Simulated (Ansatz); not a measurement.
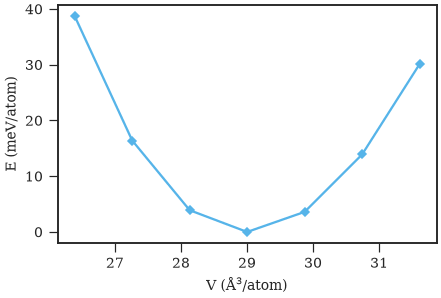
Figure: Lu (hcp (Mg type), space group No. 194) under volume change, the program Ansatz at the r²SCAN level (PAW), shape and atoms relaxed at each volume.

Problem. What does a third-order Birch–Murnaghan fit give for V₀, B₀ and B′?

Solution. V₀ = 29.00 Å³/atom, B₀ = 46.4 GPa, B′ = 3.3.

Space group P6_3/mmc (hcp (Mg type)). Symmetry was held in the r²SCAN relaxation; of distortions, only those at the zone centre were tested. Spin–orbit coupling is left out wherever it is not named.

Potentials: the later of the program's two PAW sets.
